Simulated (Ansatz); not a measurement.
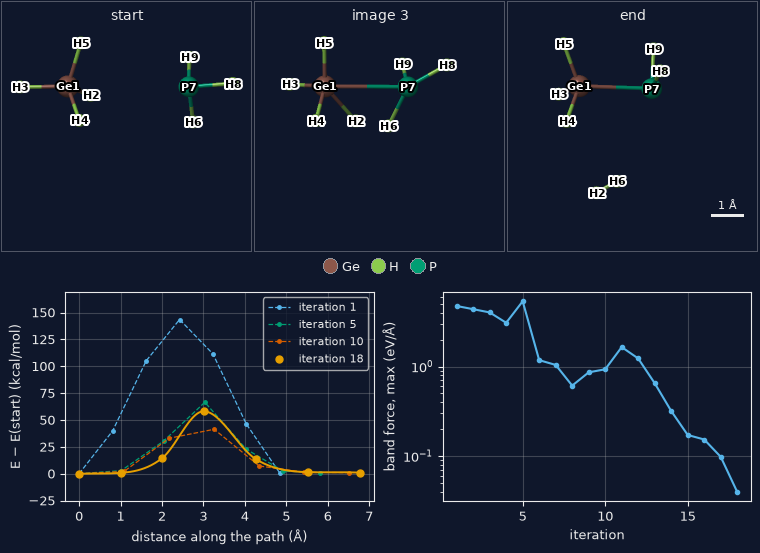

A search for the minimum-energy path of GePH$_{7}$, made up of GeH$_{4}$ and PH3 by the nudged elastic band. Images are numbered from 0 (start) to 6 (end). The plot follows the band through its iterations. The picture is a ball-and-stick view, seen face on.

The calculation used RKS PBE0-D4/def2-SVP (Ansatz). Settings: 5 movable images; climbing image.

Question: Judge this run.

Answer: The run is converged, with reservations. The band converged in 18 iterations. The largest component of the band force went from 4.7 to 0.04 eV/Å. The climbing image converged on the top of the path. Its curvatures weren't checked. The largest force component is 0.23 eV/Å at the start and 0.52 eV/Å at the end; an end with forces this large is no minimum, and the barrier measured from it can be far off. The first iteration put the highest image at 143.5 kcal/mol. The highest point, image 3, lies 58.1 kcal/mol above the start and 57.1 kcal/mol above the end; the end is at +1.0 kcal/mol relative to the start.

Limits of the set-up: the start holds two separate molecules, 3.3 Å apart at their closest, whose relative position is a soft coordinate.

The run took 3.1 min on 2 threads of Arm Neoverse V1, on a shared host.
